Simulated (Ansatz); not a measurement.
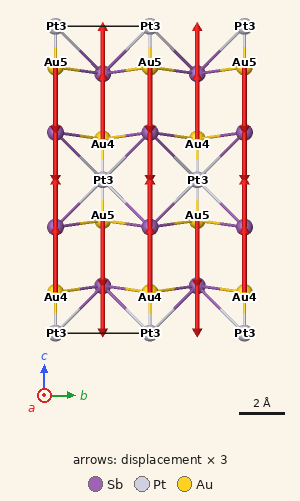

A relaxation of a crystal of Sb$_{2}$PtAu$_{2}$ (built on the K2NiO2-139 type type). The starting structure is drawn; red arrows show the displacements (the part carried along by the change of the cell is left out), magnified 3 times.

The picture is a ball-and-stick view of the conventional cell (2 times the calculation's cell), repeated 1 × 2 × 1 with one cell outlined, seen along the a axis. Lengths and directions refer to the drawn axes.

These are results of DFT, PBEsol, plane waves, PAW (Ansatz 0.2.0), not measurements. Set-up: plane-wave cutoff 420 eV; k-point mesh 8 × 8 × 8; occupations fermi dirac; smearing width 0.03 eV; no spin polarisation; cell and atoms relaxed; force threshold 0.01 eV/Å; at most 120 steps.

Question: What did the optimiser do to the structure, and how much energy did it gain?

Answer: Over 14 accepted moves (16 points after the start) the energy falls by 19.846 eV per cell of the calculation. Largest force component: 41 eV/Å at the start, 0.00014 eV/Å at the end. Pressure: 56.37 GPa at the start and 0.00 GPa at the end. At 2 points the geometry stayed and the basis and grid were re-selected for the new cell (energy shift of 4.0 meV per cell of the calculation at most each time). The largest moves relative to the cell, 1.03 Å, are those of Au atoms. Largest moves by element: Au 1.03 Å, Sb 0.78 Å. Pt stays in place. The volume changes by −22.8 %, with a = b 4.263 → 3.620 Å (−15.1 %), c 13.841 → 14.821 Å (+7.1 %). Among the contacts that change: Au–Au 4.430 → 2.929 Å, Sb–Sb 4.274 → 3.014 Å, Au–Pt 1.837 → 2.994 Å, Pt–Sb 3.695 → 2.970 Å. Bond angles that change, for instance: Au–Sb–Au 168.6° → 119.7°, Sb–Au–Sb 168.6° → 119.7°, Au–Sb–Au 95.7° → 59.9°. The space group stays I4/mmm (No. 139).
